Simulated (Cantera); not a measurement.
Input: 1 mol MgO, a varied amount of H₂S, 3.3 mol CO₂, held at 1848 K and 8.90 bar.

Equilibrium computed with Cantera from the NASA thermochemical tables; the gas is ideal and each condensed phase is pure. Candidate condensed phases: C, C₆H₆, C₇H₈, C₈H₁₈, H₂O, H₂SO₄, Mg, MgCO₃, MgO, Mg(OH)₂, MgS, MgSO₄, S; 130 gas species. Rates play no part.

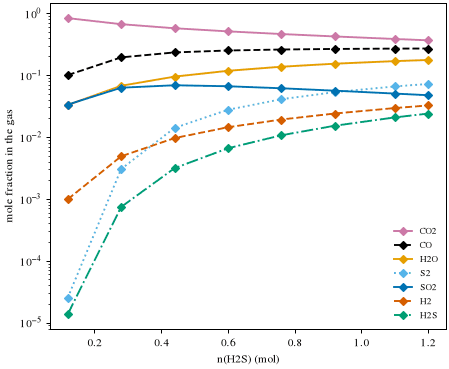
Figure. Equilibrium gas composition (values under 1e-9 drawn at 1e-9)

Problem. Read off the mole fractions at 0.92 mol H₂S.

Solution. CO₂ about 0.42, CO about 0.26, H₂O about 0.15, SO₂ about 0.056, S₂ about 0.053, H₂ about 0.024, H₂S about 0.015.
